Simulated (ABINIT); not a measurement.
# SiC (P6_3mc): one start, several treatments of the self-energy

Wanted: the gap of SiC (P6_3mc) under several approximations, with cost.

Calculated with ABINIT 10.8.3; PBE and many-body steps on it, plane waves.

**The experiments to reproduce.**

- Gap 3.33 eV: band gap at cryogenic temperature; bulk crystal (literature value) (quoted in “Silicon carbide diodes for neutron detection”, 2020, arxiv:2009.14696).

## 1. Starting point

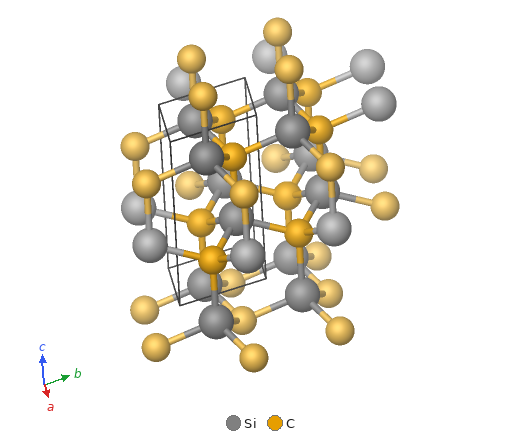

Start, viewed slightly off an axis; silicon grey, carbon orange. 2×2×1 cells are drawn. Some periodic images of atoms are drawn too.

Coordinates:

```cif
data_structure
_symmetry_space_group_name_H-M 'P6_3mc'
_symmetry_Int_Tables_number 186
_cell_length_a 3.0735
_cell_length_b 3.0735
_cell_length_c 5.0452
_cell_angle_alpha 90.000
_cell_angle_beta 90.000
_cell_angle_gamma 120.000
_cell_volume 41.27
loop_
_atom_site_label
_atom_site_type_symbol
_atom_site_symmetry_multiplicity
_atom_site_Wyckoff_symbol
_atom_site_fract_x
_atom_site_fract_y
_atom_site_fract_z
_atom_site_occupancy
Si1 Si 2 b 0.33333 0.66667 0.49960 1
C1 C 2 b 0.33333 0.66667 0.87540 1
```

The cell and positions are those that the Materials Project relaxed with its own functionals (PBE, PBE+U or r2SCAN), kept fixed.

## 2. Empty states on the mesh, 6×6×4 mesh, 188 bands

This step: ABINIT 10.8.3; DFT, PBE, plane waves, norm-conserving pseudopotentials.

The sums over transitions need many empty states on a uniform mesh; this step solves for them.

Contents of run.abi:

```
acell 3*1.0 Angstrom
rprim 
  3.073513928196 0.000000000001 0.000000000000
  -1.536756964099 2.661741140703 0.000000000000
  0.000000000000 0.000000000000 5.045247710000
ntypat 2
znucl 14 6
natom 4
typat 1 1 2 2
xred 
  0.333333333333 0.666666666667 0.499602400000
  0.666666666667 0.333333333333 0.999602400000
  0.333333333333 0.666666666667 0.875397600000
  0.666666666667 0.333333333333 0.375397600000
pp_dirpath "pseudos"
pseudos "Si.upf, C.upf"
ecut 37
ngkpt 6 6 4
nshiftk 1
shiftk 0 0 0
kptopt 1
chksymbreak 0
irdden 1
istwfk *1
nband 188
prtvol 0
optdriver 6
gwr_task "HDIAGO"
paral_kgb 0
occopt 1
indata_prefix "in"
outdata_prefix "out"
tmpdata_prefix "tmp"
```

Started as:

```sh
$ OMP_NUM_THREADS=1 mpirun -n 4 abinit run.abi > log
```

Output:

```text
.Version 10.8.3 of ABINIT. v10.8.2 released Aug 2026.

 Symmetries : space group P6_3 m c (#186); Bravais hP (primitive hexag.)
[... echo of the input left out ...]
== DATASET  1 ==================================================================
-   mpi_nproc: 4, omp_nthreads: 1 (-1 if OMP is not activated)

--- !DatasetInfo
iteration_state: {dtset: 1, }
dimensions: {natom: 4, nkpt: 21, mband: 188, nsppol: 1, nspinor: 1, nspden: 1, mpw: 3015, }
cutoff_energies: {ecut:  37.0, pawecutdg:  -1.0, }
[...]
Indirect band gap semiconductor
 Fundamental gap:     2.275 (eV)
   VBM:     7.012 (eV) at k: [ 0.0000E+00,  0.0000E+00,  0.0000E+00]
   CBM:     9.287 (eV) at k: [ 3.3333E-01,  3.3333E-01,  0.0000E+00]
 Direct gap:         3.985 (eV) at k: [ 5.0000E-01,  0.0000E+00,  0.0000E+00]

== END DATASET(S) ==============================================================
================================================================================

 -outvars: echo values of variables after computation  --------
           etotal      0.0000000000E+00
            nband         188
             nkpt          21
          spgroup         186
 [... the other variables as echoed above ...]

 Calculation completed.
```

It took 1.9 min on 4 MPI ranks of Arm Neoverse V1, shared host; peak memory 2.2 GiB; 7.6 min of CPU time.

Numbers from this step:

```
gap                                                           : 2.275 eV
k of the valence top                                          : 0, 0, 0
k of the conduction bottom                                    : 0.3333, 0.3333, 0
least direct gap                                              : 3.985 eV
k points computed                                             : 21
lowest point of the top converged band, above the valence top : 131.3251 eV
```

On this mesh the gap is 2.275 eV.

The density comes from a self-consistent run that is not shown.

## 3. Screening, 6×6×4 mesh, 180 bands, screening to 228.6 eV

The RPA dielectric matrix is built and inverted for each q.

This step: RPA screening on PBE, plane waves, norm-conserving pseudopotentials.

run.abi, as its differences from that of step 2:

```diff
@@ -22,10 +22,11 @@
 chksymbreak 0
-irdden 1
 istwfk *1
-nband 188
-prtvol 0
-optdriver 6
-gwr_task "HDIAGO"
-paral_kgb 0
 occopt 1
+irdwfk 1
+optdriver 3
+nband 180
+ecuteps 8.4
+inclvkb 2
+awtr 1
+symchi 1
 indata_prefix "in"
```

Output:

```text
.Version 10.8.3 of ABINIT. v10.8.2 released Aug 2026.

 Symmetries : space group P6_3 m c (#186); Bravais hP (primitive hexag.)
[... echo of the input left out ...]
== DATASET  1 ==================================================================
-   mpi_nproc: 4, omp_nthreads: 1 (-1 if OMP is not activated)

--- !DatasetInfo
iteration_state: {dtset: 1, }
dimensions: {natom: 4, nkpt: 21, mband: 180, nsppol: 1, nspinor: 1, nspden: 1, mpw: 3015, }
cutoff_energies: {ecut:  37.0, pawecutdg:  -1.0, }
electrons: {nelect:   1.60000000E+01, charge:   0.00000000E+00, occopt:   1.00000000E+00, tsmear:   1.00000000E-02, }

 SCREENING: Calculation of the susceptibility and dielectric matrices

 Based on a program developped by R.W. Godby, V. Olevano, G. Onida, and L. Reining.
 Incorporated in ABINIT by V. Olevano, G.-M. Rignanese, and M. Torrent.
.Using double precision arithmetic ; gwpc =  8

[... cell and pseudopotentials left out ...]
--------------------------------------------------------------------------------

 ==== K-mesh for the wavefunctions ====
 Number of points in the irreducible wedge :    21
[... list of points left out ...]
 Together with 12 symmetry operations and time-reversal symmetry
 yields   144 points in the full Brillouin Zone.

 ==== Q-mesh for the screening function ====
 Number of points in the irreducible wedge :    21
[... list of points left out ...]
 Together with 12 symmetry operations and time-reversal symmetry
 yields   144 points in the full Brillouin Zone.

 setmesh: FFT mesh size selected  =    24x   24x   40
          total number of points  =        23040

 vcoul_init : cutoff-mode = AUXILIARY_FUNCTION
 q-points for optical limit:   1
     1)      0.000010    0.000020    0.000030

- screening: taking advantage of time-reversal symmetry
- Maximum band index for partially occupied states nbvw = 8
- Remaining bands to be divided among processors   nbcw = 172
- Number of bands treated by each node ~43

 Number of electrons calculated from density =   16.0000; Expected =   16.0000
 average of density, n =  0.057443
 r_s =    1.6078
 omega_plasma =   23.1193 [eV]

 calculating chi0 at frequencies [eV] :
  1    0.000000E+00    0.000000E+00
  2    0.000000E+00    2.311935E+01

--------------------------------------------------------------------------------
  q-point number  1        q = ( 0.000000, 0.000000, 0.000000) [r.l.u.]
--------------------------------------------------------------------------------
[... chi0 elements left out ...]
 For q-point:  0.000010 0.000020 0.000030
  dielectric constant =   6.8547
  dielectric constant without local fields =   7.5085

  Average fulfillment of the sum rule on Im[epsilon] for q-point    1 :     91.91  [%]
[... wings left out ...]
  q-point number  2        q = ( 0.166667, 0.000000, 0.000000) [r.l.u.]
--------------------------------------------------------------------------------
[... chi0 elements left out ...]
  Average fulfillment of the sum rule on Im[epsilon] for q-point    2 :     95.04  [%]

 [... 19 further q-points ...]
```

Run time: 5 min. Hardware: 4 MPI ranks; peak memory 2.1 GiB; 20 min of CPU time.

This step gave:

| Quantity | Value |
| --- | --- |
| ε∞ with local fields, on this mesh, along the program's q direction | 6.855 |
| the same without local fields | 7.508 |
| plasma frequency | 23.12 eV |
| plane waves in the screening matrix | 313 |

Local fields lower ε∞ by 9 %.

## 4. G0W0, Godby-Needs plasmon pole

The self-energy is evaluated for the states that the input lists, and the levels follow from it, in one-shot runs by the linearised quasiparticle equation.

This step: G0W0 on PBE, plane waves, norm-conserving pseudopotentials.

run.abi, as its differences from that of step 3:

```diff
@@ -25,8 +25,19 @@
 irdwfk 1
-optdriver 3
+optdriver 4
 nband 180
+gwcalctyp 0
+ecutsigx 37
+symsigma 1
+nkptgw 3
+kptgw 
+  0.0000000000 0.0000000000 0.0000000000
+  0.3333333333 0.3333333333 0.0000000000
+  0.5000000000 0.0000000000 0.0000000000
+bdgw 
+  7 10
+  6 10
+  7 10
 ecuteps 8.4
-inclvkb 2
-awtr 1
-symchi 1
+irdscr 1
+ppmodel 1
 indata_prefix "in"
```

Output:

```text
.Version 10.8.3 of ABINIT. v10.8.2 released Aug 2026.

 Symmetries : space group P6_3 m c (#186); Bravais hP (primitive hexag.)
[... echo of the input left out ...]
== DATASET  1 ==================================================================
-   mpi_nproc: 4, omp_nthreads: 1 (-1 if OMP is not activated)

--- !DatasetInfo
iteration_state: {dtset: 1, }
dimensions: {natom: 4, nkpt: 21, mband: 180, nsppol: 1, nspinor: 1, nspden: 1, mpw: 3015, }
cutoff_energies: {ecut:  37.0, pawecutdg:  -1.0, }
electrons: {nelect:   1.60000000E+01, charge:   0.00000000E+00, occopt:   1.00000000E+00, tsmear:   1.00000000E-02, }

 SIGMA: Calculation of the GW corrections

 Based on a program developped by R.W. Godby, V. Olevano, G. Onida, and L. Reining.
 Incorporated in ABINIT by V. Olevano, G.-M. Rignanese, and M. Torrent.
.Using double precision arithmetic ; gwpc =  8

[... cell and pseudopotentials left out ...]
--------------------------------------------------------------------------------

 ==== K-mesh for the wavefunctions ====
 Number of points in the irreducible wedge :    21
[... list of points left out ...]
 Together with 12 symmetry operations and time-reversal symmetry
 yields   144 points in the full Brillouin Zone.

 ==== Q-mesh for screening function ====
 Number of points in the irreducible wedge :    21
[... list of points left out ...]
 Together with 12 symmetry operations and time-reversal symmetry
 yields   144 points in the full Brillouin Zone.

 vcoul_init : cutoff-mode = AUXILIARY_FUNCTION
 q-points for optical limit:   1
     1)      0.000010    0.000020    0.000030
 setmesh: FFT mesh size selected  =    27x   27x   54
          total number of points  =        39366

 Number of electrons calculated from density =   16.0000; Expected =   16.0000
 average of density, n =  0.057443
 r_s =    1.6078
 omega_plasma =   23.1193 [eV]

 === KS Band Gaps ===
  >>>> For spin  1
   Minimum direct gap =   3.9851 [eV], located at k-point      :   0.5000  0.0000  0.0000
   Fundamental gap    =   2.2753 [eV], Top of valence bands at :   0.0000  0.0000  0.0000
                                       Bottom of conduction at :   0.3333  0.3333  0.0000
 SIGMA fundamental parameters:
 PLASMON POLE MODEL  1
 number of plane-waves for SigmaX                 2973
 number of plane-waves for SigmaC and W            313
 number of plane-waves for wavefunctions          2973
 number of bands                                   180
 number of independent spin polarizations            1
 number of spinorial components                      1
 number of k-points in IBZ                          21
 number of q-points in IBZ                          21
 number of symmetry operations                      12
 number of k-points in BZ                          144
 number of q-points in BZ                          144
 number of frequencies for dSigma/dE                 9
 frequency step for dSigma/dE [eV]                0.25
 number of omega for Sigma on real axis              0
 max omega for Sigma on real axis  [eV]           0.00
 zcut for avoiding poles [eV]                     0.10

 EPSILON^-1 parameters (SCR file):
 dimension of the eps^-1 matrix on file            313
 dimension of the eps^-1 matrix used               313
 number of plane-waves for wavefunctions          2973
 number of bands                                   180
 number of q-points in IBZ                          21
 number of frequencies                               2
 number of real frequencies                          1
 number of imag frequencies                          1

 matrix elements of self-energy operator (all in [eV])

 Perturbative Calculation

--- !SelfEnergy_ee
iteration_state: {dtset: 1, }
kpoint     : [   0.000,    0.000,    0.000, ]
spin       : 1
KS_gap     :    4.820
QP_gap     :    5.706
Delta_QP_KS:    0.886
data: !SigmaeeData |
     Band     E0 <VxcDFT>   SigX SigC(E0)      Z dSigC/dE  Sig(E)    E-E0       E
        7   7.012 -15.027 -17.600   1.905   0.792  -0.262 -15.556  -0.529   6.483
        8   7.012 -15.027 -17.600   1.905   0.792  -0.262 -15.556  -0.529   6.483
        9  11.832 -12.163  -6.994  -4.727   0.806  -0.240 -11.806   0.357  12.189
       10  13.231 -12.779  -7.194  -5.174   0.793  -0.261 -12.453   0.326  13.557

--- !SelfEnergy_ee
iteration_state: {dtset: 1, }
kpoint     : [   0.333,    0.333,    0.000, ]
spin       : 1
KS_gap     :    6.117
QP_gap     :    7.179
Delta_QP_KS:    1.062
data: !SigmaeeData |
     Band     E0 <VxcDFT>   SigX SigC(E0)      Z dSigC/dE  Sig(E)    E-E0       E
        6   2.959 -13.062 -17.039   2.850   0.781  -0.281 -13.942  -0.880   2.078
        7   2.959 -13.062 -17.039   2.850   0.781  -0.281 -13.942  -0.880   2.078
[...]
--- !SelfEnergy_ee
iteration_state: {dtset: 1, }
kpoint     : [   0.500,    0.000,    0.000, ]
spin       : 1
KS_gap     :    3.985
QP_gap     :    4.901
Delta_QP_KS:    0.916
data: !SigmaeeData |
     Band     E0 <VxcDFT>   SigX SigC(E0)      Z dSigC/dE  Sig(E)    E-E0       E
[...]
8   5.813 -14.520 -17.600   2.215   0.789  -0.267 -15.202  -0.683   5.130
        9   9.798 -10.579  -6.048  -4.246   0.821  -0.218 -10.345   0.234  10.032
       10  11.240 -11.760  -6.959  -4.342   0.809  -0.236 -11.389   0.371  11.611

== END DATASET(S) ==============================================================
================================================================================

 -outvars: echo values of variables after computation  --------
           etotal      0.0000000000E+00
            nband         180
             nkpt          21
          spgroup         186
 [... the other variables as echoed above ...]

 Calculation completed.
```

Elapsed: 85 s, on 4 MPI ranks; peak memory 2.3 GiB; 5.7 min of CPU time.

Numbers from this step:

```
G0W0 gap on the points computed              : 2.981 eV
starting gap on the mesh                     : 2.275 eV
k of the valence top                         : 0, 0, 0
k of the conduction bottom                   : 0.3333, 0.3333, 0
Z at the valence top                         : 0.792
Z at the conduction bottom                   : 0.824
least direct G0W0 gap on the computed points : 4.902 eV
```

The gap on the mesh goes from 2.28 eV to 2.98 eV, a correction of +0.71 eV.

## 5. G0W0, Hybertsen-Louie plasmon pole

run.abi, as its differences from that of step 4:

```diff
@@ -41,3 +41,3 @@
 irdscr 1
-ppmodel 1
+ppmodel 2
 indata_prefix "in"
```

Output:

```text
.Version 10.8.3 of ABINIT. v10.8.2 released Aug 2026.

 Symmetries : space group P6_3 m c (#186); Bravais hP (primitive hexag.)
[... echo of the input left out ...]
== DATASET  1 ==================================================================
-   mpi_nproc: 4, omp_nthreads: 1 (-1 if OMP is not activated)

--- !DatasetInfo
iteration_state: {dtset: 1, }
dimensions: {natom: 4, nkpt: 21, mband: 180, nsppol: 1, nspinor: 1, nspden: 1, mpw: 3015, }
cutoff_energies: {ecut:  37.0, pawecutdg:  -1.0, }
electrons: {nelect:   1.60000000E+01, charge:   0.00000000E+00, occopt:   1.00000000E+00, tsmear:   1.00000000E-02, }

 SIGMA: Calculation of the GW corrections

 Based on a program developped by R.W. Godby, V. Olevano, G. Onida, and L. Reining.
 Incorporated in ABINIT by V. Olevano, G.-M. Rignanese, and M. Torrent.
.Using double precision arithmetic ; gwpc =  8

[... cell and pseudopotentials left out ...]
--------------------------------------------------------------------------------

 ==== K-mesh for the wavefunctions ====
 Number of points in the irreducible wedge :    21
[... list of points left out ...]
 Together with 12 symmetry operations and time-reversal symmetry
 yields   144 points in the full Brillouin Zone.

 ==== Q-mesh for screening function ====
 Number of points in the irreducible wedge :    21
[... list of points left out ...]
 Together with 12 symmetry operations and time-reversal symmetry
 yields   144 points in the full Brillouin Zone.

 vcoul_init : cutoff-mode = AUXILIARY_FUNCTION
 q-points for optical limit:   1
     1)      0.000010    0.000020    0.000030
 setmesh: FFT mesh size selected  =    27x   27x   54
          total number of points  =        39366

 Number of electrons calculated from density =   16.0000; Expected =   16.0000
[...]
number of plane-waves for wavefunctions          2973
 number of bands                                   180
 number of q-points in IBZ                          21
 number of frequencies                               2
 number of real frequencies                          1
 number of imag frequencies                          1

 matrix elements of self-energy operator (all in [eV])

 Perturbative Calculation

--- !SelfEnergy_ee
iteration_state: {dtset: 1, }
kpoint     : [   0.000,    0.000,    0.000, ]
spin       : 1
KS_gap     :    4.820
QP_gap     :    5.819
Delta_QP_KS:    0.999
data: !SigmaeeData |
     Band     E0 <VxcDFT>   SigX SigC(E0)      Z dSigC/dE  Sig(E)    E-E0       E
        7   7.012 -15.027 -17.600   1.494   0.816  -0.225 -15.908  -0.881   6.131
        8   7.012 -15.027 -17.600   1.494   0.816  -0.225 -15.908  -0.881   6.131
        9  11.832 -12.163  -6.994  -5.027   0.827  -0.209 -12.045   0.118  11.950
[...]
--- !SelfEnergy_ee
iteration_state: {dtset: 1, }
kpoint     : [   0.333,    0.333,    0.000, ]
spin       : 1
KS_gap     :    6.117
QP_gap     :    7.324
Delta_QP_KS:    1.207
data: !SigmaeeData |
     Band     E0 <VxcDFT>   SigX SigC(E0)      Z dSigC/dE  Sig(E)    E-E0       E
[...]
--- !SelfEnergy_ee
iteration_state: {dtset: 1, }
kpoint     : [   0.500,    0.000,    0.000, ]
spin       : 1
KS_gap     :    3.985
QP_gap     :    5.031
Delta_QP_KS:    1.046
data: !SigmaeeData |
     Band     E0 <VxcDFT>   SigX SigC(E0)      Z dSigC/dE  Sig(E)    E-E0       E
[...]
9   9.798 -10.579  -6.048  -4.524   0.839  -0.192 -10.573   0.006   9.804
       10  11.240 -11.760  -6.959  -4.624   0.830  -0.204 -11.613   0.147  11.387

== END DATASET(S) ==============================================================
================================================================================

 -outvars: echo values of variables after computation  --------
           etotal      0.0000000000E+00
            nband         180
             nkpt          21
          spgroup         186
 [... the other variables as echoed above ...]

 Calculation completed.
```

The job ended after 82 s (4 MPI ranks; peak memory 2.2 GiB; 5.5 min of CPU time).

This step gave:

```
G0W0 gap on the points computed              : 3.114 eV
starting gap on the mesh                     : 2.275 eV
k of the valence top                         : 0, 0, 0
k of the conduction bottom                   : 0.3333, 0.3333, 0
Z at the valence top                         : 0.816
Z at the conduction bottom                   : 0.842
least direct G0W0 gap on the computed points : 5.032 eV
```

Against G0W0 in ABINIT (6×6×4 mesh, 180 bands, screening to 228.6 eV, Godby-Needs plasmon pole), the gap moves by +0.133 eV.

## 6. G0W0, von der Linden-Horsch plasmon pole

run.abi, as its differences from that of step 5:

```diff
@@ -41,3 +41,3 @@
 irdscr 1
-ppmodel 2
+ppmodel 3
 indata_prefix "in"
```

Output:

```text
.Version 10.8.3 of ABINIT. v10.8.2 released Aug 2026.

 Symmetries : space group P6_3 m c (#186); Bravais hP (primitive hexag.)
[... echo of the input left out ...]
== DATASET  1 ==================================================================
-   mpi_nproc: 4, omp_nthreads: 1 (-1 if OMP is not activated)

--- !DatasetInfo
iteration_state: {dtset: 1, }
dimensions: {natom: 4, nkpt: 21, mband: 180, nsppol: 1, nspinor: 1, nspden: 1, mpw: 3015, }
cutoff_energies: {ecut:  37.0, pawecutdg:  -1.0, }
[...]
Band     E0 <VxcDFT>   SigX SigC(E0)      Z dSigC/dE  Sig(E)    E-E0       E
[...]
9   9.798 -10.579  -6.048  -4.676   0.847  -0.181 -10.702  -0.123   9.675
       10  11.240 -11.760  -6.959  -4.716   0.837  -0.195 -11.689   0.071  11.311

== END DATASET(S) ==============================================================
================================================================================

 -outvars: echo values of variables after computation  --------
           etotal      0.0000000000E+00
            nband         180
             nkpt          21
          spgroup         186
 [... the other variables as echoed above ...]

 Calculation completed.
```

Elapsed: 28 s, on 4 MPI ranks; peak memory 2.1 GiB.

This step gave:

| Property | Result |
| --- | --- |
| G0W0 gap on the points computed | 2.942 eV |
| starting gap on the mesh | 2.275 eV |
| k of the valence top | 0, 0, 0 |
| k of the conduction bottom | 0.3333, 0.3333, 0 |
| least direct G0W0 gap on the computed points | 4.894 eV |

Against G0W0 in ABINIT (6×6×4 mesh, 180 bands, screening to 228.6 eV, Godby-Needs plasmon pole), the gap moves by −0.039 eV.

(Part 1 of 2 ends here.)

[Paths, hosts, dates, memory and timing lines, banners, echoed tables and standing remarks are left out of the program output.]

[Logs are printed without paths, hosts, clocks, repeated set-up lines and the standing remarks that a program may print on its own settings, such as how far it seeks lower states.]

[Runs of the session that timed out or met a known fault of the program may be left out.]

[Hosts, paths, dates, database ids (printed as entryN), source tags and the programs' standing remarks are cut or masked in the printed files.]

[G0W0 gaps are taken among the corrected bands and points alone; a level outside them can change the order at an edge.]

[Where Ansatz stands beside ABINIT at settings called matched, ABINIT's density can come from a denser mesh and the files from another edition; pairs whose starting gaps differed by over 0.03 eV were left out, so agreement reads better than it is.]
